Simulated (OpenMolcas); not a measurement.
# Run report: Tm³⁺ complex, multiconfigurational calculation

Tm³⁺ with 2 ligands (O; linear, 2 Å), neutralised by 2 outer point charges of +0.5 e, whose field is part of the energies. Computed at this level: state-averaged CASSCF, active space 12 electrons in the shell 4f, basis ANO-RCC-VDZP on the metal and ANO-RCC-VDZP on the ligands, DKH2 scalar Hamiltonian, spin-orbit coupling by RASSI with atomic mean-field integrals (OpenMolcas).

Input:
```
&GATEWAY
Coord
3

Tm 0.0 0.0 0.0
O 0.000000 0.000000 2.000000
O 0.000000 0.000000 -2.000000
Basis=Tm.ANO-RCC-VDZP,O.ANO-RCC-VDZP
Group=XYZ
NoMove
AngMom=0.0 0.0 0.0
AMFI
RICD
XField
1 Angstrom 0
0.000000 0.000000 5.200000 0.500000
&SEWARD
&RASSCF
FileOrb=start.orb
Symmetry=1
Spin=3
nActEl=12 0 0
Inactive=20 17
Ras2=0 7
CIRoot=21 21 1
SDav=21
CIMx=300
Iter=150 100
PrWF=0.3
OrbListing=Nothing
MaxOrb=0
LevShft=1.0
>>> COPY $Project.JobIph JOB001
&RASSCF
FileOrb=start.orb
Symmetry=1
Spin=1
nActEl=12 0 0
Inactive=20 17
Ras2=0 7
CIRoot=28 28 1
SDav=28
CIMx=300
Iter=150 100
PrWF=0.3
OrbListing=Nothing
MaxOrb=0
CIOnly
LevShft=1.0
>>> COPY $Project.JobIph JOB002
&RASSI
NrOfJobIphs=2 21 27
1 2 3 4 5 6 7 8 9 10 11 12 13 14 15 16 17 18 19 20 21
1 2 3 4 5 6 7 8 9 10 11 12 13 14 15 16 17 18 19 20 21 22 23 24 25 26 27
IphNames
JOB001
JOB002
EJob
SpinOrbit
DIPRint=1.0
SOCoupling=1000.0
Subsets=2
Property=9
'ANGMOM' 1 'ANGMOM' 2 'ANGMOM' 3 'MLTPL  1' 1 'MLTPL  1' 2 'MLTPL  1' 3
'AMFI' 1 'AMFI' 2 'AMFI' 3
SOProperty=3
'ANGMOM' 1 'ANGMOM' 2 'ANGMOM' 3
```

The file start.orb holds starting orbitals from an earlier step. A driver script formed the levels outside the program, from RASSI's spin-orbit matrix and the active-space energies, averaged over the components of each term or state.

Command:
```bash
OMP_NUM_THREADS=1 MOLCAS_MEM=2457 MOLCAS_PROJECT=a pymolcas a.inp > a.log  # once for each step of the input, in one work folder
```

The program's output (extracts):
```
--- SEWARD ---
Basis set label: TM.ANO-RCC...7S6P4D2F1G.

      Electronic valence basis set:
      ------------------
      Associated Effective Charge  69.000000 au
      Associated Actual Charge     69.000000 au
      Nuclear Model: Point charge

      Shell  nPrim  nBasis  Cartesian Spherical Contaminant
         s      25       7        X
         p      22       6        X
         d      15       4                 X
         f      11       2                 X
         g       4       1                 X
                  Relativistic Douglas-Kroll-Hess integrals:
                    - DKH order of Hamiltonian: 2
                    - DKH order of Properties : 0
                  Atomic mean-field integrals
--- RASSCF ---
Wave function specifications:
      -----------------------------

      Number of closed shell electrons          74
      Number of electrons in active shells      12
      Max number of holes in RAS1 space          0
      Max nr of electrons in RAS3 space          0
      Number of inactive orbitals               37
      Number of active orbitals                  7
      Number of secondary orbitals              52
      Spin quantum number                      1.0
      State symmetry                             1
Orbital specifications:
      -----------------------

      Symmetry species                           1   2
                                                ag  au
      Frozen orbitals                            0   0
      Inactive orbitals                         20  17
      Active orbitals                            0   7
      RAS1 orbitals                              0   0
      RAS2 orbitals                              0   7
      RAS3 orbitals                              0   0
      Secondary orbitals                        30  22
      Deleted orbitals                           0   0
      Number of basis functions                 50  46
      Number of CSFs                            21
      Number of root(s) required                21
      Iter CI   SX   CI       RASSCF       Energy    max ROT     max BLB   max BLB  Level Ln srch  Step   QN
          iter iter root      energy       change     param      element    value   shift minimum  type update
 Nr of preliminary CI iterations:   1
      Total energies have been shifted. Add               -13000.00 au
        1   1    9    0  -703.49369186    0.00E+00  -7.42E-02   16  40 2 -5.93E-01*  2.24   0.00    SX    NO
        2   1   10    0  -704.36108041   -8.67E-01* -6.79E-02   19  22 1 -2.91E-01*  1.57   0.00    SX    NO
        3   1   10    0  -704.62587784   -2.65E-01*  4.84E-02   19  22 1 -1.96E-01*  1.51   0.00    SX    NO
        4   1   10    0  -704.69094891   -6.51E-02*  3.57E-02   19  22 1 -1.37E-01*  1.36   0.00    SX    NO
        5   1    9    0  -704.72103632   -3.01E-02* -7.35E-02   19  22 1 -1.02E-01*  1.37   2.39    QN   YES
        6   1   10    0  -704.75167100   -3.06E-02* -2.20E-02   20  41 1  3.59E-02*  1.27   1.19    QN   YES
        7   1    9    0  -704.75669222   -5.02E-03*  1.13E-02   20  35 1 -2.84E-02*  1.28   1.59    QN   YES
        8   1    9    0  -704.75932780   -2.64E-03*  6.26E-03   20  35 1 -2.02E-02*  1.28   1.58    LS   YES
        9   1    9    0  -704.75973545   -4.08E-04*  5.28E-03   20  35 1 -1.57E-02*  1.28   1.04    QN   YES
       10   1    9    0  -704.76034506   -6.10E-04*  6.05E-03   20  35 1 -1.08E-02*  1.28   2.17    LS   YES
        ...
       21   1    6    0  -704.76089162   -1.16E-07* -8.01E-05   20  41 1 -1.14E-04*  1.28   1.49    QN   YES
       22   1    5    0  -704.76089166   -4.34E-08*  3.50E-05   20  41 1 -1.10E-04*  1.28   1.44    QN   YES
       23   1    5    0  -704.76089168   -1.33E-08* -2.38E-05   20  41 1 -5.61E-05   1.28   1.37    QN   YES
       24   1    5    0  -704.76089168   -3.04E-09   9.10E-06   20  41 1 -1.73E-05   1.28   1.30    QN   YES
      Convergence after 24 iterations
       25   1    5    0  -704.76089168   -5.64E-10   9.10E-06   20  23 1 -6.78E-06   1.28   1.30    QN   YES
      Natural orbitals and occupation numbers for root  1
      sym 2:   2.000000   1.684010   1.684010   1.989737   1.326253   1.326253   1.989737
      Natural orbitals and occupation numbers for root  2
      sym 2:   1.326253   1.684010   1.989737   2.000000   1.684010   1.989737   1.326253
      Natural orbitals and occupation numbers for root  3
      sym 2:   1.996389   1.757189   1.246422   2.000000   1.246422   1.757189   1.996389
::    RASSCF root number  1 Total energy: -13704.80462345
::    RASSCF root number  2 Total energy: -13704.80462345
::    RASSCF root number  3 Total energy: -13704.80420377
::    RASSCF root number  4 Total energy: -13704.80381121
::    RASSCF root number  5 Total energy: -13704.80381121
::    RASSCF root number  6 Total energy: -13704.79960217
::    RASSCF root number  7 Total energy: -13704.79960217
::    RASSCF root number  8 Total energy: -13704.79212936
::    RASSCF root number  9 Total energy: -13704.79212936
::    RASSCF root number 10 Total energy: -13704.78378888
::    RASSCF root number 11 Total energy: -13704.78378888
::    RASSCF root number 12 Total energy: -13704.76573688
::    RASSCF root number 13 Total energy: -13704.76573688
::    RASSCF root number 14 Total energy: -13704.76007670
::    RASSCF root number 15 Total energy: -13704.76007670
::    RASSCF root number 16 Total energy: -13704.75762286
::    RASSCF root number 17 Total energy: -13704.75762286
::    RASSCF root number 18 Total energy: -13704.75516855
::    RASSCF root number 19 Total energy: -13704.63531543
::    RASSCF root number 20 Total energy: -13704.63531543
::    RASSCF root number 21 Total energy: -13704.61393907
--- RASSCF ---
Wave function specifications:
      -----------------------------

      Number of closed shell electrons          74
      Number of electrons in active shells      12
      Max number of holes in RAS1 space          0
      Max nr of electrons in RAS3 space          0
      Number of inactive orbitals               37
      Number of active orbitals                  7
      Number of secondary orbitals              52
      Spin quantum number                      0.0
      State symmetry                             1
Orbital specifications:
      -----------------------

      Symmetry species                           1   2
                                                ag  au
      Frozen orbitals                            0   0
      Inactive orbitals                         20  17
      Active orbitals                            0   7
      RAS1 orbitals                              0   0
      RAS2 orbitals                              0   7
      RAS3 orbitals                              0   0
      Secondary orbitals                        30  22
      Deleted orbitals                           0   0
      Number of basis functions                 50  46
      Number of CSFs                            28
      Number of root(s) required                28
      Iter CI   SX   CI       RASSCF       Energy    max ROT     max BLB   max BLB  Level Ln srch  Step   QN
          iter iter root      energy       change     param      element    value   shift minimum  type update
 Nr of preliminary CI iterations:   1
        1   1    0    0-13704.67657874    0.00E+00   0.00E+00   19  26 2 -7.57E-03*  0.00   0.00    SX    NO
      Natural orbitals and occupation numbers for root  1
      sym 2:   1.182562   1.908719   1.908719   1.182562   1.908719   1.908719   2.000000
      Natural orbitals and occupation numbers for root  2
      sym 2:   2.000000   1.908719   1.908719   1.182562   1.908719   1.908719   1.182562
      Natural orbitals and occupation numbers for root  3
      sym 2:   1.937557   1.423478   1.984914   1.937557   1.984914   1.423478   1.308103
::    RASSCF root number  1 Total energy: -13704.75942335
::    RASSCF root number  2 Total energy: -13704.75942335
::    RASSCF root number  3 Total energy: -13704.75788430
::    RASSCF root number  4 Total energy: -13704.75724239
::    RASSCF root number  5 Total energy: -13704.75724239
::    RASSCF root number  6 Total energy: -13704.75697053
::    RASSCF root number  7 Total energy: -13704.75697053
::    RASSCF root number  8 Total energy: -13704.75253852
::    RASSCF root number  9 Total energy: -13704.75253852
::    RASSCF root number 10 Total energy: -13704.67897164
::    RASSCF root number 11 Total energy: -13704.67897164
::    RASSCF root number 12 Total energy: -13704.66395681
::    RASSCF root number 13 Total energy: -13704.66352166
::    RASSCF root number 14 Total energy: -13704.66352166
::    RASSCF root number 15 Total energy: -13704.65963470
::    RASSCF root number 16 Total energy: -13704.65884938
::    RASSCF root number 17 Total energy: -13704.65884938
::    RASSCF root number 18 Total energy: -13704.65429307
::    RASSCF root number 19 Total energy: -13704.65429307
::    RASSCF root number 20 Total energy: -13704.64743910
::    RASSCF root number 21 Total energy: -13704.64743910
::    RASSCF root number 22 Total energy: -13704.63909011
::    RASSCF root number 23 Total energy: -13704.63909011
::    RASSCF root number 24 Total energy: -13704.63036177
::    RASSCF root number 25 Total energy: -13704.63036177
::    RASSCF root number 26 Total energy: -13704.62138805
::    RASSCF root number 27 Total energy: -13704.62138805
::    RASSCF root number 28 Total energy: -13704.42254976
--- RASSI ---
SPIN-FREE ENERGIES:
  (Shifted by EMIN (a.u.) =     -13704.8046234534)

 SF State       Relative EMIN(au)   Rel lowest level(eV)    D:o, cm**(-1)      Abs_M

     1             0.0000000000        0.0000000000              0.0000         1.0
     2             0.0000000000        0.0000000000              0.0000         1.0
     3             0.0004196828        0.0114201502             92.1097         0.0
     4             0.0008122412        0.0221022087            178.2663         2.0
     5             0.0008122412        0.0221022087            178.2663         2.0
     6             0.0050212862        0.1366361579           1102.0449         3.0
     7             0.0050212862        0.1366361579           1102.0449         3.0
     8             0.0124940950        0.3399816436           2742.1369         4.0
     9             0.0124940950        0.3399816436           2742.1369         4.0
    10             0.0208345707        0.5669375510           4572.6597         5.0
    11             0.0208345707        0.5669375510           4572.6597         5.0
    12             0.0388865686        1.0581574372           8534.6153         3.0
    13             0.0388865686        1.0581574372           8534.6153         3.0
    14             0.0445467539        1.2121789269           9776.8824         2.0
    15             0.0445467539        1.2121789269           9776.8824         2.0
    22             0.0452001085        1.2299576096           9920.2771         3.0
    23             0.0452001085        1.2299576096           9920.2771         3.0
    24             0.0467391518        1.2718371127          10258.0581         0.0
    16             0.0470005912        1.2789512423          10315.4374         1.0
    17             0.0470005912        1.2789512423          10315.4374         1.0
    25             0.0473810627        1.2893043968          10398.9413         2.0
    26             0.0473810627        1.2893043968          10398.9413         2.0
    27             0.0476529235        1.2967021070          10458.6078         1.0
    28             0.0476529235        1.2967021070          10458.6078         1.0
    18             0.0494549084        1.3457366130          10854.0978         0.0
    29             0.0520849365        1.4173033238          11431.3222         4.0
    30             0.0520849365        1.4173033238          11431.3222         4.0
    31             0.1256518197        3.4191601987          27577.3868         2.0
    32             0.1256518197        3.4191601987          27577.3868         2.0
    33             0.1406666501        3.8277345488          30872.7612         0.0
    34             0.1411017980        3.8395755259          30968.2651         1.0
    35             0.1411017980        3.8395755259          30968.2651         1.0
    36             0.1449887596        3.9453451395          31821.3546         0.0
    37             0.1457740722        3.9667145836          31993.7108         1.0
    38             0.1457740722        3.9667145836          31993.7108         1.0
    39             0.1503303833        4.0906981251          32993.7055         2.0
    40             0.1503303833        4.0906981251          32993.7055         2.0
    41             0.1571843523        4.2772041211          34497.9778         3.0
    42             0.1571843523        4.2772041211          34497.9778         3.0
    43             0.1655333413        4.5043916856          36330.3691         4.0
Eigenvalues of complex Hamiltonian:
   -----------------------------------
  (Shifted by EMIN (a.u.) =     -13704.8046234534)

 SO State       Relative EMIN(au)   Rel lowest level(eV)    D:o, cm**(-1)      Omega

     1            -0.0317903244        0.0000000000              0.0000         0.0
     2            -0.0317138864        0.0020799830             16.7762         1.0
     3            -0.0317138864        0.0020799828             16.7762         1.0
     4            -0.0311042860        0.0186680551            150.5680         2.0
     5            -0.0311042860        0.0186680552            150.5680         2.0
     6            -0.0290341098        0.0750004189            604.9192         3.0
     7            -0.0290341098        0.0750004189            604.9192         3.0
     8            -0.0247248407        0.1922616063           1550.6944         4.0
     9            -0.0247248407        0.1922616063           1550.6944         4.0
    10            -0.0181370322        0.3715250067           2996.5513         5.0
    11            -0.0181370322        0.3715250067           2996.5513         5.0
    12            -0.0108605563        0.5695280045           4593.5531         6.0
    13            -0.0108605563        0.5695280045           4593.5531         6.0
    14             0.0028162300        0.9416923198           7595.2608         3.0
    15             0.0028162300        0.9416923198           7595.2608         3.0
    16             0.0047380267        0.9939870706           8017.0464         2.0
    17             0.0047380267        0.9939870706           8017.0464         2.0
    18             0.0052632189        1.0082782780           8132.3128         4.0
    19             0.0052632189        1.0082782780           8132.3128         4.0
    20             0.0061080462        1.0312672000           8317.7309         0.0
    21             0.0063442525        1.0376947011           8369.5722         1.0
    22             0.0063442525        1.0376947012           8369.5722         1.0
    23             0.0067737608        1.0493822188           8463.8384         0.0
    24             0.0075981903        1.0718160883           8644.7798         1.0
    25             0.0075981903        1.0718160885           8644.7798         1.0
    26             0.0100687624        1.1390437802           9187.0077         2.0
    27             0.0100687624        1.1390437800           9187.0077         2.0
    28             0.0133555631        1.2284821810           9908.3770         3.0
    29             0.0133555631        1.2284821811           9908.3770         3.0
    30             0.0179716799        1.3540931195          10921.4976         4.0
    31             0.0179716799        1.3540931195          10921.4976         4.0
    32             0.0258114036        1.5674228681          12642.1180         5.0
    33             0.0258114036        1.5674228681          12642.1180         5.0
    34             0.0322156290        1.7416907202          14047.6830         1.0
    35             0.0322156290        1.7416907201          14047.6830         1.0
    36             0.0328186278        1.7580991523          14180.0260         2.0
    37             0.0328186278        1.7580991522          14180.0260         2.0
    38             0.0332377864        1.7695050394          14272.0206         0.0
    39             0.0374865587        1.8851200231          15204.5184         3.0
    40             0.0374865587        1.8851200230          15204.5184         3.0
    41             0.0423447473        2.0173180710          16270.7675         4.0
Weights of the five most important spin-orbit-free states for each spin-orbit state.

 SO State  Total energy (au)           Spin-free states, spin, and weights
 -------------------------------------------------------------------------------------------------------
    1        -0.031790       3 1.0  0.5136    1 1.0  0.2370    2 1.0  0.2370   24 0.0  0.0056   36 0.0  0.0054
    2        -0.031714       2 1.0  0.5080    3 1.0  0.3238    5 1.0  0.0781    4 1.0  0.0781   38 0.0  0.0066
    3        -0.031714       1 1.0  0.5080    3 1.0  0.3238    4 1.0  0.0781    5 1.0  0.0781   37 0.0  0.0066
    4        -0.031104       5 1.0  0.2430    2 1.0  0.2251    1 1.0  0.2251    4 1.0  0.2156    7 1.0  0.0407
    5        -0.031104       4 1.0  0.2430    2 1.0  0.2251    1 1.0  0.2251    5 1.0  0.2156    6 1.0  0.0407
    6        -0.029034       4 1.0  0.3039    5 1.0  0.3039    7 1.0  0.1878    6 1.0  0.1635    9 1.0  0.0162
    7        -0.029034       5 1.0  0.3039    4 1.0  0.3039    6 1.0  0.1878    7 1.0  0.1635    9 1.0  0.0162
    8        -0.024725       6 1.0  0.3772    7 1.0  0.3772    8 1.0  0.1460    9 1.0  0.0853   11 1.0  0.0041
    9        -0.024725       7 1.0  0.3772    6 1.0  0.3772    9 1.0  0.1460    8 1.0  0.0853   11 1.0  0.0041
   10        -0.018137       8 1.0  0.4386    9 1.0  0.4386   11 1.0  0.0589   10 1.0  0.0580   45 0.0  0.0030
   11        -0.018137       8 1.0  0.4386    9 1.0  0.4386   10 1.0  0.0589   11 1.0  0.0580   46 0.0  0.0030
   12        -0.010861      10 1.0  0.4970   11 1.0  0.4970   48 0.0  0.0030   47 0.0  0.0030   30 0.0  0.0000
```

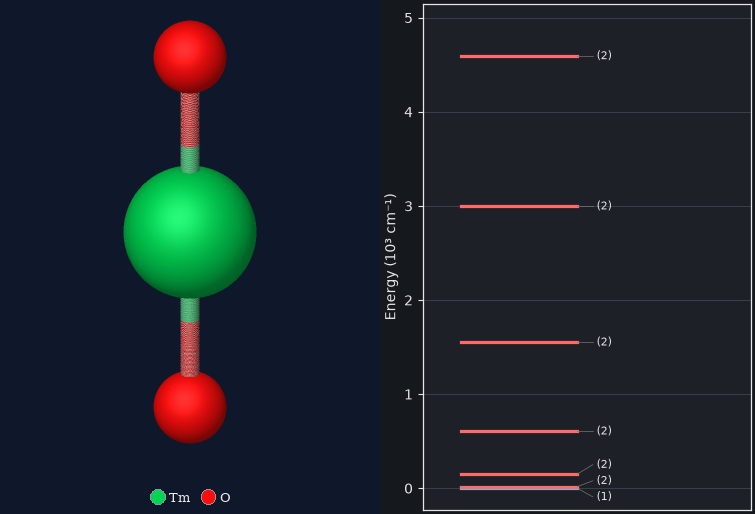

Fig. 1: Tm³⁺ (4f¹²) with 2 ligands, O²⁻, at 2 Å (arrangement: linear, D∞h), neutralised by outer point charges of +0.5 e, and its levels. Labels give the representation in O, Td, D4 or D3 as the site allows (double group for half-integer spin) where it could be assigned and, in brackets, the degeneracy; spin-free states, where drawn, share the zero of the spin-orbit levels. The ground level is non-degenerate, 99 % from states of spin multiplicity 3 (of the 28 states of multiplicity 1, 27 enter the spin-orbit step). The next level lies at 17 cm⁻¹. The lowest J multiplet spreads over 4,590 cm⁻¹. The active orbitals hold 98 to 100 % metal character (Löwdin), and the Mulliken charge of the metal is +1.69.

Summary:

- outcome: converged
- energy of the lowest spin-free term: −13704.80462 hartree
- energy of the lowest spin-orbit level: −13704.83641 hartree
- largest spread among components of a term: 0.0 cm⁻¹
- hardware: 1 thread of Arm Neoverse V2, 24 GiB of memory available, shared host
- wall time: 14 s
- peak memory: 0.6 GiB

Notes:

Without dynamic correlation the splittings between terms come out too large, often by 20 to 50 %. Caveats: bare point charges leave oxide and sulfide ligands too diffuse, field too small; distances are set from ionic radii, not optimised.
